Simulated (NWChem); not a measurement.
# Energy and gradient calculation, with input and output: C3H8O2 (part 2 of 2)

C3H8O2, SMILES COCOC; CAM-B3LYP/cc-pVDZ, RKS (NWChem 7.3.0). The geometry comes from this level: PBE0-D4/def2-TZVP.

Geometry of the input (Å):
```
C  -1.0244  -0.7893  1.3498
O  0.2622  -0.2553  1.1397
C  0.8114  -0.6148  -0.0874
O  0.1541  -0.0623  -1.1826
C  0.2964  1.3367  -1.2676
H  -1.3396  -0.4854  2.3476
H  -1.0075  -1.8862  1.2982
H  -1.7435  -0.4164  0.6137
H  0.7618  -1.7014  -0.2345
H  1.8562  -0.2806  -0.0493
H  -0.2142  1.6573  -2.1752
H  1.3553  1.6204  -1.3332
H  -0.1476  1.8426  -0.4045
```

### The program's output, continued
```
          Convergence Information
          -----------------------
          Convergence aids based upon iterative change in
          total energy or number of iterations.
          Levelshifting, if invoked, occurs when the
          HOMO/LUMO gap drops below (HL_TOL):  1.00D-02
          DIIS, if invoked, will attempt to extrapolate
          using up to (NFOCK): 10 stored Fock matrices.

                    Damping( 0%)  Levelshifting(0.5)       DIIS
                  --------------- ------------------- ---------------
          dE  on:    start            ASAP                start
          dE off:    2 iters        100 iters           100 iters

      Screening Tolerance Information
      -------------------------------
          Density screening/tol_rho:  1.00D-11
          AO Gaussian exp screening on grid/accAOfunc:  18
          CD Gaussian exp screening on grid/accCDfunc:  20
          XC Gaussian exp screening on grid/accXCfunc:  20
          Schwarz screening/accCoul:  1.00D-09

      Superposition of Atomic Density Guess
      -------------------------------------

 Sum of atomic energies:        -266.52001254

      Non-variational initial energy
      ------------------------------

 Total energy =    -269.294623
 1-e energy   =    -757.361934
 2-e energy   =     288.688657
 HOMO         =      -0.356500
 LUMO         =       0.111939

   Time after variat. SCF:      1.2

     ---------------------------------------------
      Total Density - Mulliken Population Analysis
     ---------------------------------------------

    Atom       Charge   Shell Charges
 -----------   ------   -------------------------------------------------------
    1 C    6     5.91   2.00  0.71  0.42  1.86  0.85  0.08
    2 O    8     8.56   2.00  0.86  0.90  2.95  1.83  0.01
    3 C    6     5.49   2.00  0.70  0.36  1.66  0.63  0.14
    4 O    8     8.56   2.00  0.86  0.90  2.95  1.83  0.01
    5 C    6     5.91   2.00  0.71  0.42  1.86  0.85  0.08
    6 H    1     0.93   0.70  0.20  0.03
    7 H    1     0.94   0.69  0.22  0.03
    8 H    1     0.94   0.70  0.22  0.03
    9 H    1     0.97   0.72  0.23  0.02
   10 H    1     0.97   0.72  0.23  0.02
   11 H    1     0.93   0.70  0.20  0.03
   12 H    1     0.94   0.69  0.22  0.03
   13 H    1     0.94   0.70  0.22  0.03
   Time prior to 1st pass:      1.2

 Grid_pts file          = ./nw.gridpts.0
 Record size in doubles =  12289        No. of grid_pts per rec  =   3070
 Max. records in memory =    177        Max. recs in file   = *********

 Grid integrated density:      41.999992162804
 Requested integration accuracy:   0.10E-06

           Memory utilization after 1st SCF pass:
           Heap Space remaining (MW):       36.36            36358682
          Stack Space remaining (MW):       72.09            72088676

   convergence    iter        energy       DeltaE   RMS-Dens  Diis-err    time
 ---------------- ----- ----------------- --------- --------- ---------  ------
 d= 0,ls=0.0,diis     1   -269.3593156342 -4.69D+02  7.42D-03  7.23D-01    19.8
 Grid integrated density:      41.999991777747
 Requested integration accuracy:   0.10E-06
 d= 0,ls=0.0,diis     2   -269.3981849407 -3.89D-02  2.91D-03  4.28D-01    37.6
 Grid integrated density:      41.999992197425
 Requested integration accuracy:   0.10E-06
 d= 0,ls=0.0,diis     3   -269.4357195899 -3.75D-02  8.21D-04  3.01D-02    56.9
 Grid integrated density:      41.999992030881
 Requested integration accuracy:   0.10E-06
 d= 0,ls=0.0,diis     4   -269.4382117375 -2.49D-03  2.57D-04  1.91D-03    75.5
 Grid integrated density:      41.999992070183
 Requested integration accuracy:   0.10E-06
 d= 0,ls=0.0,diis     5   -269.4384134332 -2.02D-04  4.67D-05  3.85D-05    95.0
 Grid integrated density:      41.999992072125
 Requested integration accuracy:   0.10E-06
  Resetting Diis
 d= 0,ls=0.0,diis     6   -269.4384185200 -5.09D-06  1.04D-05  1.42D-06   114.6
 Grid integrated density:      41.999992072324
 Requested integration accuracy:   0.10E-06
 d= 0,ls=0.0,diis     7   -269.4384186908 -1.71D-07  5.18D-06  3.07D-07   134.7
 Grid integrated density:      41.999992073069
 Requested integration accuracy:   0.10E-06
 d= 0,ls=0.0,diis     8   -269.4384187014 -1.06D-08  2.26D-06  2.49D-07   155.8
 Grid integrated density:      41.999992072849
 Requested integration accuracy:   0.10E-06
 d= 0,ls=0.0,diis     9   -269.4384187302 -2.88D-08  4.39D-07  5.00D-10   175.5
 Grid integrated density:      41.999992072893
 Requested integration accuracy:   0.10E-06
 d= 0,ls=0.0,diis    10   -269.4384187304 -1.41D-10  1.09D-07  1.64D-10   193.5

         Total DFT energy =     -269.438418730369
      One electron energy =     -761.666680344955
           Coulomb energy =      329.231707762522
    Exchange-Corr. energy =      -36.382099490389
 Nuclear repulsion energy =      199.378653342453

 Numeric. integr. density =       41.999992072893

     Total iterative time =    192.2s

     ---------------------------------------------
      Total Density - Mulliken Population Analysis
     ---------------------------------------------

    Atom       Charge   Shell Charges
 -----------   ------   -------------------------------------------------------
    1 C    6     5.89   2.01  0.66  0.34  2.08  0.71  0.09
    2 O    8     8.31   2.01  0.83  0.90  2.88  1.67  0.02
    3 C    6     5.73   2.01  0.68  0.27  2.03  0.57  0.17
    4 O    8     8.31   2.01  0.83  0.90  2.88  1.67  0.02
    5 C    6     5.89   2.01  0.66  0.34  2.08  0.71  0.09
    6 H    1     0.97   0.75  0.20  0.03
    7 H    1     0.99   0.75  0.22  0.03
    8 H    1     0.98   0.74  0.21  0.03
    9 H    1     1.00   0.76  0.21  0.02
   10 H    1     1.00   0.76  0.21  0.02
   11 H    1     0.97   0.75  0.20  0.03
   12 H    1     0.99   0.75  0.22  0.03
   13 H    1     0.98   0.74  0.21  0.03

     -------------------------------------------
      Total Density - Lowdin Population Analysis
     -------------------------------------------

    Atom       Charge   Shell Charges
 -----------   ------   -------------------------------------------------------
    1 C    6     6.04   1.88  0.56  0.38  1.85  1.13  0.24
    2 O    8     8.00   1.91  0.81  0.66  2.72  1.85  0.03
    3 C    6     6.05   1.88  0.57  0.36  1.81  1.01  0.42
    4 O    8     8.00   1.91  0.81  0.66  2.72  1.85  0.03
    5 C    6     6.04   1.88  0.56  0.38  1.85  1.13  0.24
    6 H    1     0.97   0.63  0.27  0.08
    7 H    1     0.99   0.63  0.28  0.08
    8 H    1     0.99   0.63  0.28  0.08
    9 H    1     0.99   0.64  0.28  0.07
   10 H    1     0.99   0.64  0.28  0.07
   11 H    1     0.97   0.63  0.27  0.08
   12 H    1     0.99   0.63  0.28  0.08
   13 H    1     0.99   0.63  0.28  0.08

 center of mass
 --------------
 x =   0.17832264 y =  -0.13755034 z =  -0.01702787

 moments of inertia (a.u.)
 ------------------
         531.290877358614         -38.644250331081          96.963047285257
         -38.644250331081         474.997739693274         164.331465216655
          96.963047285257         164.331465216655         300.707758045236

     Multipole analysis of the density
     ---------------------------------

     L   x y z        total         alpha         beta         nuclear
     -   - - -        -----         -----         ----         -------
     0   0 0 0     -0.000000    -21.000000    -21.000000     42.000000

     1   1 0 0     -0.072191     -3.202993     -3.202993      6.333795
     1   0 1 0      0.054592      2.479121      2.479121     -4.903650
     1   0 0 1      0.007924      0.298381      0.298381     -0.588839

     2   2 0 0    -22.125937    -52.654038    -52.654038     83.182139
     2   1 1 0      0.132335    -11.811014    -11.811014     23.754363
     2   1 0 1     -1.619752     29.754252     29.754252    -61.128255
     2   0 2 0    -21.620406    -69.708985    -69.708985    117.797565
     2   0 1 1     -1.757200     48.966732     48.966732    -99.690664
     2   0 0 2    -24.711609   -113.240616   -113.240616    201.769623

            General Information
            -------------------
          SCF calculation type: DFT
          Wavefunction type:  closed shell.
          No. of atoms     :    13
          No. of electrons :    42
           Alpha electrons :    21
            Beta electrons :    21
          Charge           :     0
          Spin multiplicity:     1
          Use of symmetry is: off; symmetry adaption is: off
          Maximum number of iterations: 100
          This is a Direct SCF calculation.
          AO basis - number of functions:   110
                     number of shells:    54
          Convergence on energy requested:  1.00D-08
          Convergence on density requested:  1.00D-05
          Convergence on gradient requested:  5.00D-04

              XC Information
              --------------
                     Hartree-Fock (Exact) Exchange  1.000
                   CAM-Becke88 Exchange Functional  1.000
                      VWN V Correlation Functional  0.190 local
              Lee-Yang-Parr Correlation Functional  0.810

           Range-Separation Parameters
           ---------------------------
           Alpha           :  0.19
           Beta            :  0.46
           Gamma           :  0.33
           Short-Range HF  :     F

             Grid Information
             ----------------
          Grid used for XC integration:  fine
          Radial quadrature: Mura-Knowles
          Angular quadrature: Lebedev.
          Tag              B.-S. Rad. Rad. Pts. Rad. Cut. Ang. Pts.
          ---              ---------- --------- --------- ---------
          C                   0.70       70          12.0       590
          O                   0.60       70          11.0       590
          H                   0.35       60          13.0       590
          Grid pruning is: on
          Number of quadrature shells:   830
          Spatial weights used:  Erf1

          Convergence Information
          -----------------------
          Convergence aids based upon iterative change in
          total energy or number of iterations.
          Levelshifting, if invoked, occurs when the
          HOMO/LUMO gap drops below (HL_TOL):  1.00D-02
          DIIS, if invoked, will attempt to extrapolate
          using up to (NFOCK): 10 stored Fock matrices.

                    Damping( 0%)  Levelshifting(0.5)       DIIS
                  --------------- ------------------- ---------------
          dE  on:    start            ASAP                start
          dE off:    2 iters        100 iters           100 iters

      Screening Tolerance Information
      -------------------------------
          Density screening/tol_rho:  1.00D-11
          AO Gaussian exp screening on grid/accAOfunc:  18
          CD Gaussian exp screening on grid/accCDfunc:  20
          XC Gaussian exp screening on grid/accXCfunc:  20
          Schwarz screening/accCoul:  1.00D-09

  int_init: cando_txs set to always be  F
  intd_init: cando_txs set to always be  F

                            NWChem DFT Gradient Module
                            --------------------------

  charge          =   0.00
  wavefunction    = closed shell

  int_init: cando_txs set to always be  F
  intd_init: cando_txs set to always be  F

                         DFT ENERGY GRADIENTS

    atom               coordinates                        gradient
                 x          y          z           x          y          z
   1 C      -1.935835  -1.491561   2.550752   -0.002946  -0.001162   0.000521
   2 O       0.495486  -0.482447   2.153721   -0.001298  -0.002727  -0.001927
   3 C       1.533324  -1.161804  -0.165162    0.001418  -0.001044  -0.000120
   4 O       0.291207  -0.117730  -2.234790    0.002516   0.001790   0.001795
   5 C       0.560115   2.525997  -2.395417    0.000282   0.003214  -0.000276
   6 H      -2.531477  -0.917273   4.436321    0.001747  -0.001461  -0.005118
   7 H      -1.903899  -3.564401   2.453242    0.000355   0.005502   0.000280
   8 H      -3.294737  -0.786882   1.159725    0.003484  -0.001441   0.003936
   9 H       1.439593  -3.215180  -0.443141    0.000084   0.004840   0.000936
  10 H       3.507709  -0.530257  -0.093163   -0.004738  -0.001338  -0.000445
  11 H      -0.404779   3.131843  -4.110532    0.002571  -0.001795   0.004670
  12 H       2.561146   3.062112  -2.519383   -0.005220  -0.001849   0.000250
  13 H      -0.278924   3.482009  -0.764394    0.001743  -0.002528  -0.004503

                 ----------------------------------------
                 |  Time  |  1-e(secs)   |  2-e(secs)   |
                 ----------------------------------------
                 |  CPU   |       0.02   |      71.33   |
                 ----------------------------------------
                 |  WALL  |       0.02   |      71.33   |
                 ----------------------------------------

 Task  times  cpu:      269.1s     wall:      269.1s
 Total times  cpu:      269.1s     wall:      269.1s
```

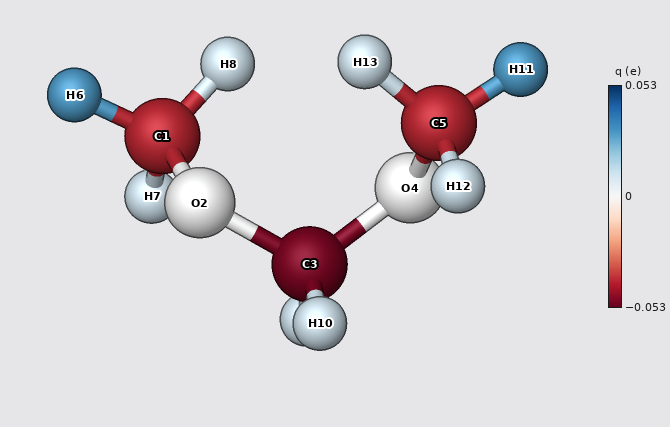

Fig. 1: Löwdin charges, as the colour of each atom (ball-and-stick view, seen at a tilt; atoms are numbered from 1 in the order of the input). By element: C −0.05 to −0.04, O 0.00 and H +0.01 to +0.03 e.

### Key numbers

```csv
quantity,value
outcome,converged
total energy,−269.438419 hartree
basis functions,110
largest force,0.289 eV/Å
dipole moment,0.23 D
wall time,4.5 min
peak memory,0.12 GiB
```

### Notes

The record of the run, not the program, notes: grid integrates the density poorly.
